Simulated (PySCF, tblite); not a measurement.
**C6H11O radical: geometry, infrared bands and EPR parameters**

Wanted: the infrared bands and EPR parameters of C6H11O radical (`CC[C]1CCCO1`), by calculation.

The runs use tblite 0.8.0 and PySCF 2.14.0, with density-fitted response routines of our own; the level of theory stands in each step. All values are computed, except where a source is named. Atoms are numbered from 0 throughout.

## 1. Starting geometry

18 atoms, charge 0, multiplicity 2; geometry from: force field or distance geometry start.

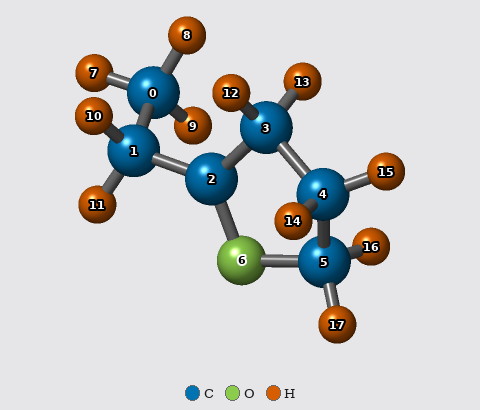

The starting geometry (carbon blue, oxygen green, hydrogen orange), atoms numbered; sticks join atoms by distance.

## 2. Geometry optimisation with GFN2-xTB

What the job is given:

```
{"job": {"kind": "relax", "xc": "GFN2-xTB", "basis": "xTB"}, "charge": 0, "multiplicity": 2}
C      2.474100    -0.230400    -0.223000
C      1.473600     0.916700    -0.038600
C      0.080500     0.437900    -0.069000
C     -0.612700    -0.316300     0.988500
C     -2.034700    -0.265600     0.501700
C     -1.861800    -0.161700    -1.010400
O     -0.668000     0.618400    -1.231000
H      3.497500     0.159100    -0.200400
H      2.376700    -0.978300     0.574000
H      2.303600    -0.730800    -1.178300
H      1.665600     1.403700     0.929100
H      1.636700     1.661700    -0.807200
H     -0.512400     0.137400     1.992900
H     -0.236600    -1.353400     1.028900
H     -2.526000     0.651300     0.875100
H     -2.642000    -1.122200     0.806800
H     -1.713500    -1.144600    -1.461000
H     -2.709300     0.323400    -1.489900
```

Started as:

```bash
OMP_NUM_THREADS=1 python probes_run.py task.json out
```

This one command runs all jobs of the session in turn.

What it wrote:

```text
step      E/eV     max force
  0    -611.18892    1.381
  1    -611.23887    0.491
  2    -611.24912    0.289
  3    -611.25866    0.222
  4    -611.26364    0.228
  5    -611.26711    0.126
  6    -611.26951    0.164
  7    -611.27131    0.113
  8    -611.27260    0.103
  9    -611.27378    0.091
 10    -611.27509    0.116
 11    -611.27653    0.103
 12    -611.27775    0.067
 13    -611.27860    0.052
 14    -611.27921    0.061
 15    -611.27972    0.056
 16    -611.28013    0.044
 17    -611.28043    0.043
 18    -611.28067    0.035
 19    -611.28088    0.039
 20    -611.28109    0.042
 21    -611.28129    0.034
 22    -611.28147    0.035
 23    -611.28164    0.032
 24    -611.28179    0.035
 25    -611.28193    0.037
 26    -611.28206    0.027
 27    -611.28220    0.031
 28    -611.28234    0.028
 29    -611.28248    0.032
 30    -611.28264    0.033
 31    -611.28284    0.036
 32    -611.28313    0.043
 33    -611.28346    0.046
 34    -611.28379    0.043
 35    -611.28410    0.043
 36    -611.28443    0.053
 37    -611.28481    0.059
 38    -611.28522    0.047
 39    -611.28561    0.042
 40    -611.28601    0.046
 41    -611.28647    0.058
 42    -611.28697    0.057
 43    -611.28735    0.043
 44    -611.28758    0.030
 45    -611.28774    0.029
 46    -611.28791    0.038
 47    -611.28808    0.029
 48    -611.28819    0.020
 49    -611.28826    0.020
 50    -611.28831    0.020
 51    -611.28837    0.018
 52    -611.28844    0.022
 53    -611.28852    0.022
 54    -611.28859    0.020
 55    -611.28865    0.021
 56    -611.28873    0.025
 57    -611.28884    0.029
 58    -611.28894    0.030
 59    -611.28903    0.021
 60    -611.28909    0.017
 61    -611.28914    0.019
 62    -611.28919    0.018
 63    -611.28924    0.016
 64    -611.28928    0.011
 65    -611.28930    0.011
 66    -611.28932    0.012
 67    -611.28935    0.012
 68    -611.28937    0.013
 69    -611.28939    0.011
 70    -611.28941    0.011
 71    -611.28944    0.013
 72    -611.28947    0.013
 73    -611.28950    0.014
 74    -611.28954    0.015
 75    -611.28959    0.018
 76    -611.28965    0.019
 77    -611.28973    0.021
 78    -611.28981    0.023
 79    -611.28989    0.024
 80    -611.28997    0.022
 81    -611.29003    0.016
 82    -611.29006    0.009
```

Wall time 1.3 s (1 thread of Intel Xeon at 2.50GHz, shared host).

Relaxation path: (not every step is listed)

```
step  energy from step 0 (eV)  largest force (eV/Å)
   0                   0.0000                1.3811
   1                  -0.0499                0.4908
   2                  -0.0602                0.2891
   3                  -0.0697                0.2223
   4                  -0.0747                0.2277
   5                  -0.0782                0.1257
   6                  -0.0806                0.1641
   7                  -0.0824                0.1133
   8                  -0.0837                0.1034
  14                  -0.0903                0.0606
  20                  -0.0922                0.0423
  26                  -0.0931                0.0272
  32                  -0.0942                0.0432
  38                  -0.0963                0.0473
  44                  -0.0987                0.0296
  50                  -0.0994                0.0202
  56                  -0.0998                0.0253
  62                  -0.1003                0.0182
  68                  -0.1004                0.0127
  74                  -0.1006                0.0146
  77                  -0.1008                0.0212
  78                  -0.1009                0.0230
  79                  -0.1010                0.0241
  80                  -0.1010                0.0219
  81                  -0.1011                0.0158
  82                  -0.1011                0.0094
```

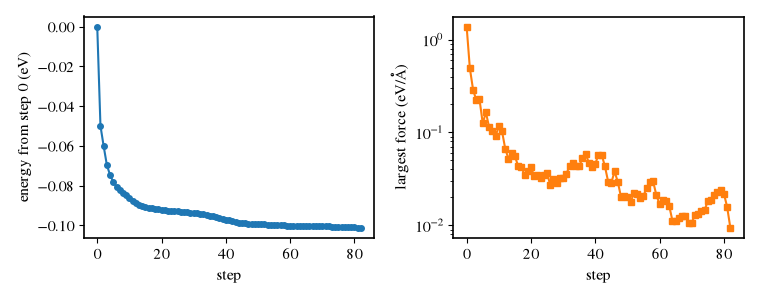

Energy and largest force along the relaxation.

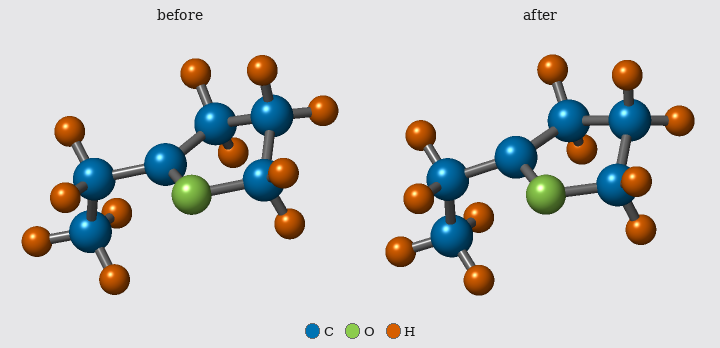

Before and after, at one scale.

Distances of close pairs at the start and the end, largest changes first:

```
  bond  before (Å)  after (Å)  change (Å)
 C5–O6       1.443      1.412      -0.031
 C3–C4       1.504      1.531      +0.027
 C2–C3       1.472      1.495      +0.023
C3–H12       1.107      1.091      -0.015
C4–H14       1.105      1.090      -0.015
 C2–O6       1.394      1.384      -0.010
 C0–H8       1.097      1.087      -0.010
 C1–C2       1.473      1.483      +0.010
```

The final coordinates are the input of the step that follows.

## 3. Harmonic vibrations with GFN2-xTB

What the job is given:

```
{"job": {"kind": "ir", "xc": "GFN2-xTB", "basis": "xTB"}, "charge": 0, "multiplicity": 2}
C      2.381983    -0.275951    -0.284566
C      1.504032     0.956432     0.005524
C      0.055393     0.641542     0.044102
C     -0.625787    -0.216572     1.061216
C     -2.041078    -0.313526     0.486299
C     -1.781157    -0.181411    -1.017790
O     -0.632626     0.627451    -1.156267
H      3.428841     0.012735    -0.336995
H      2.266520    -1.017326     0.502262
H      2.094212    -0.724291    -1.232039
H      1.804216     1.384320     0.965496
H      1.673265     1.698949    -0.775961
H     -0.599745     0.223803     2.059484
H     -0.165567    -1.214206     1.127504
H     -2.644954     0.524674     0.835046
H     -2.548266    -1.243211     0.733005
H     -1.575496    -1.165133    -1.464348
H     -2.602546     0.288038    -1.563629
```

What it wrote:

```text
mode    cm-1     km/mol
  1      47.7      0.07
  2      86.4      3.45
  3     186.7      2.50
  4     192.7      0.87
  5     205.3      0.25
  6     313.6      1.92
  7     418.0      2.82
  8     572.8      0.91
  9     626.4      1.14
 10     803.1      3.43
 11     821.6      2.39
 12     882.3      2.58
 13     896.5      3.47
 14     972.1      3.44
 15     980.4     11.08
 16     998.7     25.19
 17    1039.2      8.24
 18    1052.7      1.58
 19    1062.5      8.98
 20    1083.2     36.47
 21    1142.4      4.97
 22    1169.9      6.28
 23    1200.6      6.99
 24    1218.6     26.78
 25    1242.4      8.75
 26    1273.7     25.90
 27    1294.0     13.11
 28    1304.5      0.55
 29    1323.2     12.68
 30    1334.1     54.82
 31    1391.3      1.13
 32    1457.9      1.38
 33    1467.6      0.20
 34    1476.3      0.86
 35    1488.0      0.22
 36    1498.7      2.63
 37    1502.9      2.07
 38    2829.3     42.74
 39    2868.0     56.09
 40    2957.1     29.41
 41    2968.5     20.08
 42    2970.4     62.15
 43    2988.7     21.07
 44    2998.7     47.45
 45    3025.8     39.80
 46    3030.6     51.81
 47    3038.5     45.64
 48    3043.5     27.25
```

Wall time 1.4 s (1 thread of Intel Xeon at 2.50GHz, shared host).

The strongest bands and the atoms that carry them (share of the mass-weighted mode):

| cm⁻¹ | km/mol | atoms |
| --- | --- | --- |
| 1334 | 54.8 | C2 29 %, H16 13 %, O6 11 %, H17 11 % |
| 2829 | 42.7 | H13 91 % |
| 2868 | 56.1 | H16 91 % |
| 2970 | 62.1 | H17 78 %, H12 13 % |
| 2999 | 47.5 | H14 88 % |
| 3026 | 39.8 | H15 92 % |
| 3031 | 51.8 | H7 89 % |
| 3038 | 45.6 | H8 85 % |

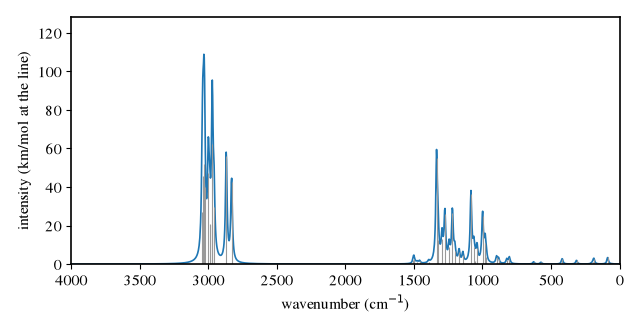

The infrared spectrum from these modes, unscaled. Lines are broadened to a width of 14 cm⁻¹ (Lorentzian).

## 4. EPR parameters: B3LYP/pcH-1

The job, as its differences from that of step 3:

```diff
@@ -1,2 +1,2 @@
-{"job": {"kind": "ir", "xc": "GFN2-xTB", "basis": "xTB"}, "charge": 0, "multiplicity": 2}
+{"job": {"kind": "epr", "basis": "pcH-1"}, "charge": 0, "multiplicity": 2}
 C      2.381983    -0.275951    -0.284566
```

With the program's defaults for keys left out, this is: UKS B3LYP, pcH-1 on C H O, non-relativistic, mean-field spin-orbit, GIAO.

What it wrote:

```text
UKS, coarse grid
  cycle   1  E = -310.36725236  |g| = 4.54e-01
  cycle   2  E = -310.28252555  |g| = 6.68e-01
  cycle   3  E = -310.45025867  |g| = 1.04e-01
  cycle   4  E = -310.45382230  |g| = 3.87e-02
  cycle   5  E = -310.45450468  |g| = 6.67e-03
  cycle   6  E = -310.45452741  |g| = 1.55e-03
  cycle   7  E = -310.45452883  |g| = 9.05e-04
UKS, final grid
  cycle   1  E = -310.45447780  |g| = 1.03e-03
  cycle   2  E = -310.45447747  |g| = 1.37e-03
  cycle   3  E = -310.45447831  |g| = 1.54e-04
  cycle   4  E = -310.45447832  |g| = 5.76e-05
  cycle   5  E = -310.45447832  |g| = 2.71e-05
E = -310.45447832 Eh   <S^2> = 0.7537 (exact 0.7500)
g shifts (ppm)      1          2          3
  rmc          -196       -196       -196
  gc             -8         45         34
  oz_so         -46       1214       1984
  total        -251       1062       1822
hyperfine (MHz)  atom isotope    a_iso     a_fc   dipolar eigenvalues
    0   13C      63.90      63.90     -5.31     -5.22     10.53
    1   13C     -15.32     -15.32     -2.02     -1.61      3.63
    2   13C     152.68     152.68    -76.60    -75.64    152.24
    3   13C     -20.39     -20.39     -2.05     -1.12      3.17
    4   13C       0.76       0.76     -1.51      0.04      1.47
    5   13C      -3.61      -3.61     -1.65     -1.04      2.69
    6   17O     -30.41     -30.41    -63.66     30.48     33.18
    7    1H       9.13       9.13     -3.46     -1.51      4.97
    8    1H      -3.72      -3.72     -4.41     -1.39      5.80
    9    1H      -3.91      -3.91     -4.42     -1.52      5.95
   10    1H      28.03      28.03     -5.70     -4.45     10.15
   11    1H      20.37      20.37     -5.38     -4.41      9.79
   12    1H      48.19      48.19     -5.12     -4.38      9.50
   13    1H     108.61     108.61     -4.42     -3.17      7.59
   14    1H      -1.17      -1.17     -3.08     -2.53      5.60
   15    1H      -2.36      -2.36     -1.85     -1.62      3.47
   16    1H      15.67      15.67     -3.11     -2.68      5.79
   17    1H      -0.12      -0.12     -3.08     -2.64      5.73
```

It took 2.7 min on 1 thread of Intel Xeon at 2.50GHz, shared host; peak memory 1 GiB.

Principal g values 2.00207, 2.00338, 2.00414; g(iso) = 2.00320, against 2.00232 for a free electron.

Mean a(iso) over the nuclei that a row names, and the largest dipolar term of the row (other rows stand at the frozen geometry):

```
    nuclei  isotope  a(iso) (MHz)  a(iso) (G, at g = 2.0023)  largest dipolar term (MHz)
        C2      13C         152.7                       54.5                       152.2
  H12, H13       1H          78.4                       28.0                         9.5
        C0      13C          63.9                       22.8                        10.5
        O6      17O         -30.4                      -10.9                       -63.7
  H10, H11       1H          24.2                        8.6                        10.2
        C3      13C         -20.4                       -7.3                         3.2
        C1      13C         -15.3                       -5.5                         3.6
  H16, H17       1H           7.8                        2.8                         5.8
        C5      13C          -3.6                       -1.3                         2.7
  H14, H15       1H          -1.8                       -0.6                         5.6
        C4      13C           0.8                        0.3                        -1.5
H7, H8, H9       1H           0.5                        0.2                         5.9
```

Mulliken spin populations:

C0 0.05; C1 -0.06; C2 0.86; C3 -0.07; C4 0.01; C5 -0.01; O6 0.12; H7 0.01; H8 0.00; H9 0.00; H10 0.01; H11 0.01; H12 0.02; H13 0.06; H14 0.00; H15 0.00; H16 0.01; H17 0.00

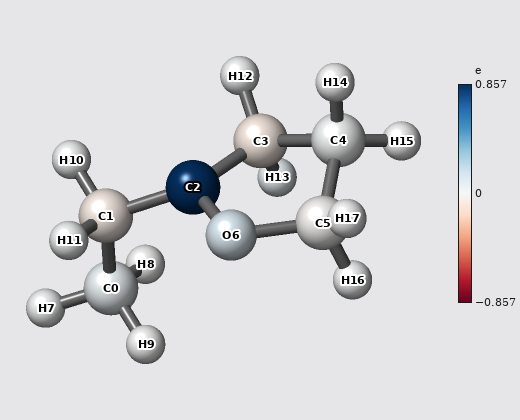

Mulliken spin populations, as colours on the atoms.

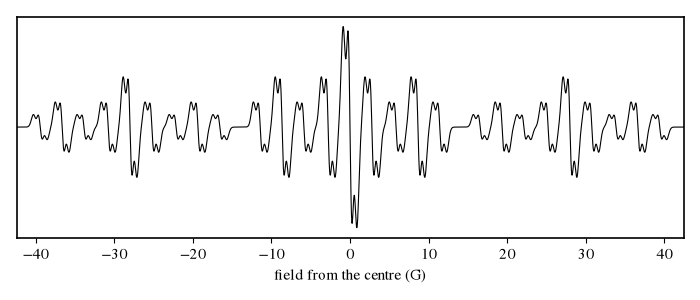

First-order isotropic spectrum (first derivative, main isotopes with spin only, couplings over 0.8 MHz, Gaussian width 0.3 G; couplings of the frozen geometry, rotation of groups not averaged beyond the rows shown).

Orbitals, density, ELF and potential are computed afterwards from the orbital file.

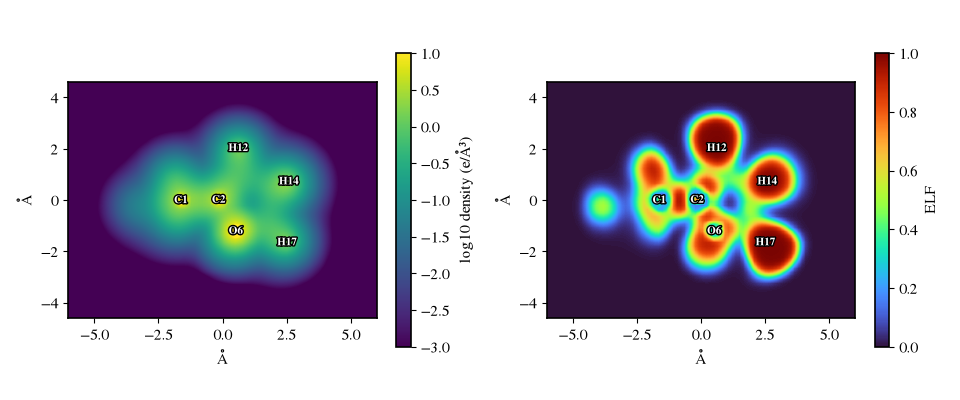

Density (left) and ELF (right) in a plane through or near 6 of the atoms.

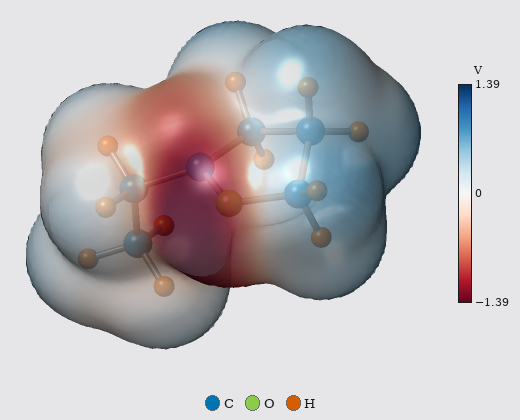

Electrostatic potential on the surface of density 0.002 e/bohr³; red is low, blue high. It runs from -1.39 V near O6 to 0.73 V near H15.

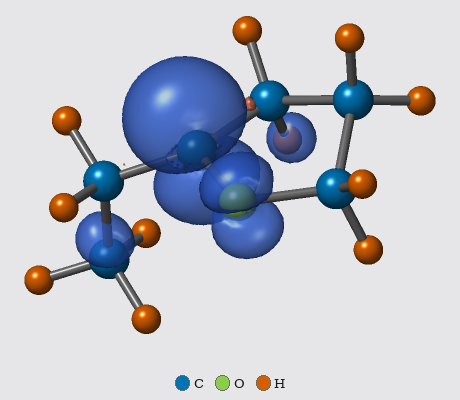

Spin density at ±0.04 e/Å³ (alpha excess blue, beta excess red).

## 5. Results

| quantity | value |
| --- | --- |
| strongest single infrared mode (GFN2-xTB) | 2970 cm⁻¹, 62 km/mol |
| zero-point energy (GFN2-xTB) | 98.3 kcal/mol |
| g(iso) (B3LYP) | 2.00320 |
| ⟨S²⟩ | 0.754 (exact 0.75) |
| largest a(iso) (averaged by class) | 13C on C2, 152.7 MHz |
| surface potential, least and greatest | -1.39 V and 0.73 V |

**Reading.** The optimisation took 82 steps and gained 0.101 eV; among the close pairs (by a distance rule), C5–O6 changed most, from 1.443 to 1.412 Å. All 48 modes are real, so the xTB geometry is a minimum. Unscaled tight-binding wavenumbers are off by several per cent, some by more. Its intensities can rank the bands wrongly. C2 carries the largest spin population, 0.86 e. The isotropic g lies 0.9 ppt above the free-electron value.
